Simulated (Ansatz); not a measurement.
GaN$_{3}$H$_{8}$O: several calculations on one system

**1. Relaxation**

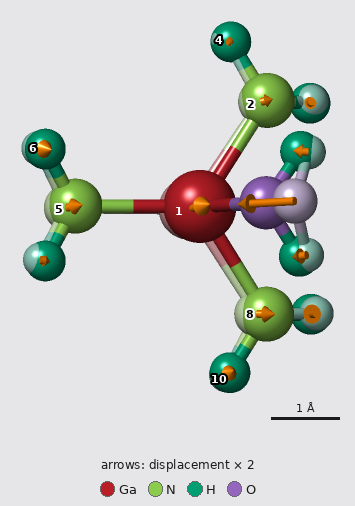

A relaxation of GaN₃H₈O. The starting structure is drawn faded, the final one solid; orange arrows show the displacements, magnified 2 times. The two geometries are superimposed by the best rigid fit.

Style: ball-and-stick. Shown face on.

The run prepares an end point of a later path (reaction) calculation, from a guessed geometry.

Theory: RKS B3LYP-D4/def2-SVP (Ansatz 0.2.0). Set-up: no spin polarisation; force threshold 0.03 eV/Å; at most 50 steps.

What did the optimiser do to the structure, and how much energy did it gain?

The largest move after the best rigid fit is that of the O atom, 0.51 Å. By element the largest moves are O 0.51 Å, Ga 0.29 Å, H 0.20 Å, N 0.15 Å. Some distances before and after: Ga–O 2.981 → 2.231 Å, Ga–H 2.734 → 2.352 Å, Ga–H 2.715 → 2.360 Å, Ga–N 1.845 → 1.882 Å. New bonds form, among them: Ga–O (2.98 → 2.23 Å). Bond angles that change, for instance: Ga–N–H 120.0° → 116.4°, H–N–H 109.3° → 106.8°, H–O–H 101.7° → 104.1°. Over 7 accepted moves (9 points after the start) the energy falls by 0.216 eV. Largest force component: 0.92 eV/Å at the start, 0.0082 eV/Å at the end. The line search rejected the trial steps at points 3, 6 of the run.

Limits of the set-up: the start holds two separate molecules, 2.3 Å apart at their closest, whose relative position is a soft coordinate.

**2. Relaxation**

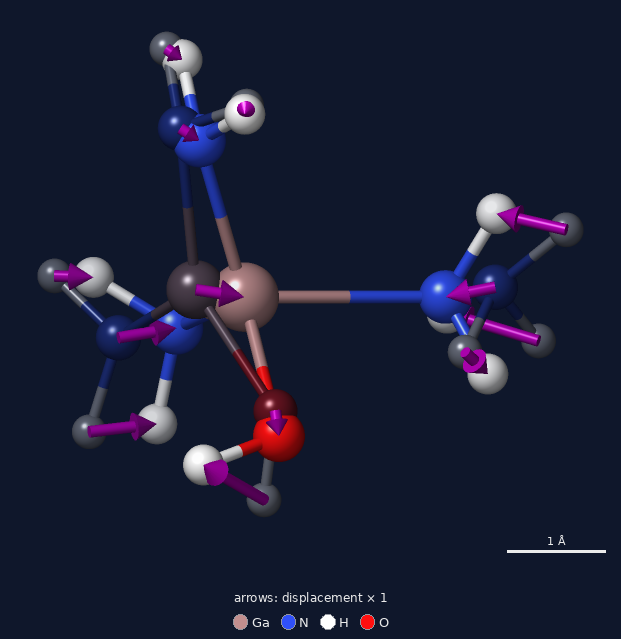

This is a relaxation of GaN3H8O. The starting structure is drawn faded, the final one solid; purple arrows show the displacements, at their true length. The two geometries are superimposed by the best rigid fit.

Style: ball-and-stick. Shown from a free direction.

The run prepares an end point of a later path (reaction) calculation, from a guessed geometry.

Theory: Ansatz, RKS B3LYP-D4/def2-SVP.

Input file:
```yaml
crystal:
  periodic: [false, false, false]
  atoms:
    - { symbol: Ga, position_ang: [-0.228056, 0.606105, -0.58701] }
    - { symbol: "N", position_ang: [0.011246, 0.098299, 2.482614] }
    - { symbol: H, position_ang: [-0.781937, -0.114144, 3.089009] }
    - { symbol: H, position_ang: [0.852626, 0.022496, 3.054954] }
    - { symbol: "N", position_ang: [1.462575, 0.128833, -1.089902] }
    - { symbol: H, position_ang: [1.661216, -0.850237, -1.284416] }
    - { symbol: H, position_ang: [2.225053, 0.523327, -0.544893] }
    - { symbol: "N", position_ang: [-1.752837, -0.266982, -1.101735] }
    - { symbol: H, position_ang: [-1.697308, -1.013631, -1.788165] }
    - { symbol: H, position_ang: [-2.618126, 0.252717, -1.227118] }
    - { symbol: O, position_ang: [-0.348798, 2.174633, 0.288648] }
    - { symbol: H, position_ang: [-1.247557, 2.525693, 0.353271] }
    - { symbol: H, position_ang: [-0.074897, 1.094591, 2.198245] }
basis:
  gaussian: { orbitals: def2-SVP }
hamiltonian:
  xc: b3lyp
  dispersion: d4
relax:
  f_tol: 0.03
  max_steps: 50
```

Run as
```bash
ansatz run input.yaml --threads 4 --pin off --max-ram 5120MiB --backend cpu --events-out ev --progress --plain --runs-dir out
```

Which element moves most?

Hydrogen: up to 1.12 Å, against 0.63 Å for nitrogen.

Describe the change and its energy.

After 14 accepted moves (15 points after the start) the energy has fallen by 56.7 kJ/mol. Largest force component: 0.63 eV/Å at the start, 0.017 eV/Å at the end. The line search rejected the trial step at point 13 of the run. The largest move after the best rigid fit is that of H12, 1.12 Å. Largest moves by element: H 1.12 Å, N 0.63 Å, Ga 0.50 Å, O 0.26 Å. Some distances before and after: Ga1–N2 3.121 → 2.134 Å, Ga1–N8 1.831 → 1.878 Å, Ga1–O11 1.800 → 1.834 Å, Ga1–N5 1.827 → 1.855 Å. New bonds form, among them: Ga1–N2 (3.12 → 2.13 Å). Among the angles between lasting bonds that change: N5–Ga1–N8 124.7° → 117.1°, Ga1–N8–H10 120.0° → 113.8°, Ga1–N8–H9 119.7° → 114.7°. Groups turn about Ga1–O11 by about 90°.

Limits of the set-up: the start holds two separate molecules, 2.2 Å apart at their closest, whose relative position is a soft coordinate.

**3. Path**

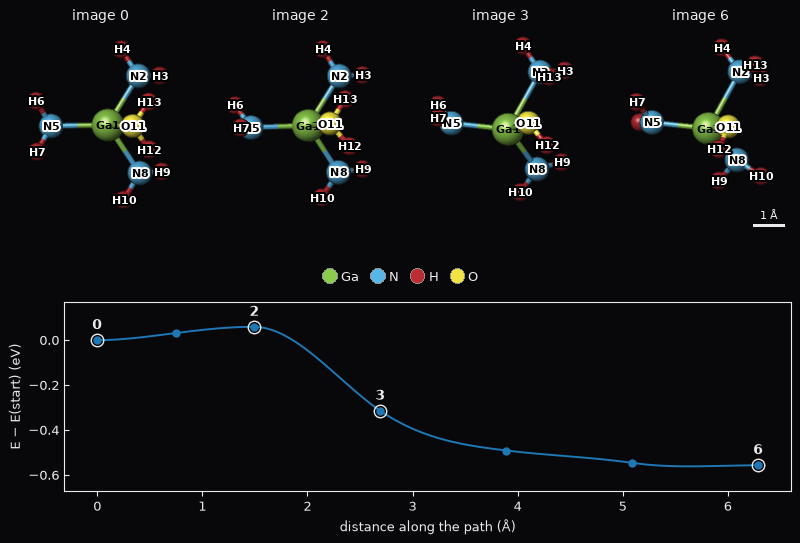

NEB run on GaN₃H₈O. Images are numbered from 0 (start) to 6 (end). Style: ball-and-stick. Shown face on.

The calculation used RKS B3LYP-D4/def2-SVP (Ansatz 0.2.0). Set-up: 5 movable images; climbing image; force threshold 0.05 eV/Å; iteration limit 60; starting path through a guess of the saddle point.

Question: Read off the barrier and say what moves.

Answer: A hydrogen atom shifts from one atom to another. Breaking: O11–H13 (0.98 → 0.99 at the top → 2.52 Å). Forming: N2–H13 (2.19 → 2.01 at the top → 1.02 Å). The energy climbs by 0.06 eV to image 2 and then falls by 0.62 eV, so the end point sits at −0.56 eV. The band converged in 18 iterations, with a climbing image at the top. At the top, the vibrational analysis gives one imaginary mode (133i cm⁻¹), as a transition state must have.
